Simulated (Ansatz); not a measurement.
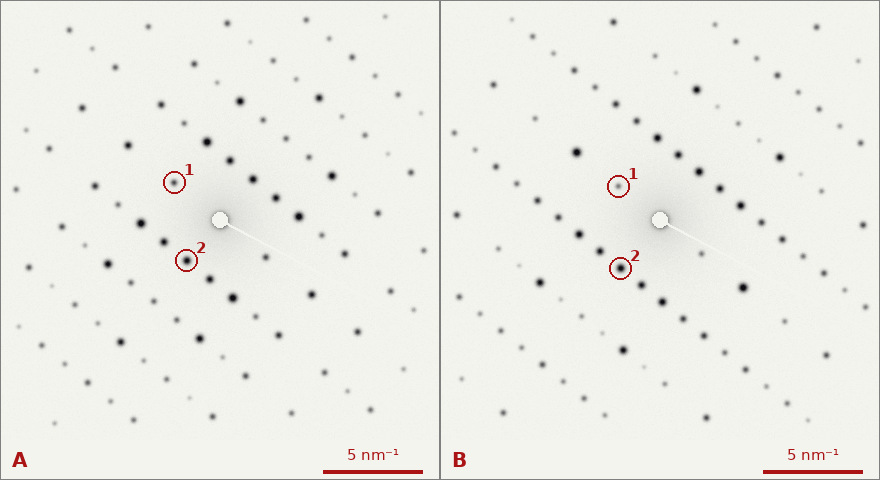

Kinematic electron diffraction patterns (200 kV, B = 0.5 Å², same scale) along [101] of the run's own cell, for the start and the end of one relaxation of BiCl2 with Ansatz 0.2.0, DFT PBE, scalar-relativistic, plane waves, PAW. k mesh 6×6×8. The start is a generated model structure, and the relaxation ends in the nearest stationary point of its symmetry, not necessarily the ground state. Spot 1 is 0 -2 0 and spot 2 is 1 0 -1 in both.

Start structure:

```
Bi Cl
1.0
     6.64467    0.00000    0.00000
     0.00000    6.64467    0.00000
     0.00000    0.00000    4.54168
Bi Cl
2 4
Cartesian
  0.0000 0.0000 0.0000
  3.3223 3.3223 2.2708
  2.0265 2.0265 0.0000
  4.6182 4.6182 0.0000
  5.3488 1.2959 2.2708
  1.2959 5.3488 2.2708
```

> Which pattern belongs to the start structure, and which to the relaxed one?

A is the start: its cell gives d(1) = 3.322 Å, d(2) = 3.750 Å and an angle of 90.0°. B is the relaxed structure, with d(1) = 3.665 Å (+10.3 %), d(2) = 3.164 Å (-15.6 %) and 90.0°.

> Name reflections whose intensity changes strongly on relaxation.

1 5 -1 comes into sight; 0 6 0 goes from 22 to 2.9 % of the strongest spot; 2 4 -2 goes from 14 to 2.4 % of the strongest spot; 1 3 -1 goes from 5.7 to 20 % of the strongest spot.

> What did the relaxation do to the structure and the energy?

The volume changed by -6.0 % to 31.42 Å³ an atom; with the mean shift removed, the atoms moved by up to 0.42 Å relative to the cell (Cl most); the space group stayed P4_2/mnm (No. 136); the free energy fell by 110 meV an atom. Relaxed cell: a = 7.331 Å, b = 7.331 Å, c = 3.508 Å, α = 90.00°, β = 90.00°, γ = 90.00°.
